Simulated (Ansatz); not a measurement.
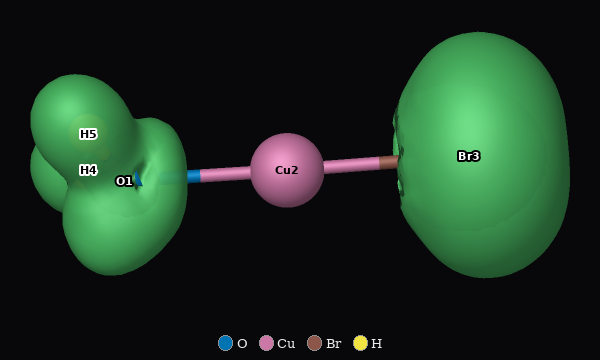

Figure. BrCuH2O. Isosurface of the ELF at 0.75 (green), seen from one side. Only the valence region is drawn (cores and ρ < 0.01 e/Å³ removed).

Geometry: PBE0-D4/def2-TZVP.

Method: RKS PBE0-D4/def2-TZVPP in Ansatz 0.2.0.

```tsv
atom	x (Å)	y (Å)	z (Å)
O	-0.6866	0.7193	-0.3677
Cu	0.7045	-0.4008	0.4541
Br	2.2535	-1.6804	1.3594
H	-1.5934	0.4698	-0.1641
H	-0.6280	0.8183	-1.3231
```

> Where are the electrons localised?

The ELF exceeds this value in one ring or bowl of non-bonding electrons around Br and one joined region spread over several atoms (H, O), in which their bonds and any lone pairs are merged.

Values along the shortest contacts:
Cu–O (1.97 Å): the ELF peaks at about 0.90 in the valence shell of O, 0.6 Å from its nucleus, and is about 0.10 at the midpoint. Cu–Br (2.20 Å): the ELF peaks at about 0.70 in the valence shell of Br, 0.9 Å from its nucleus, and is about 0.50 at the midpoint.
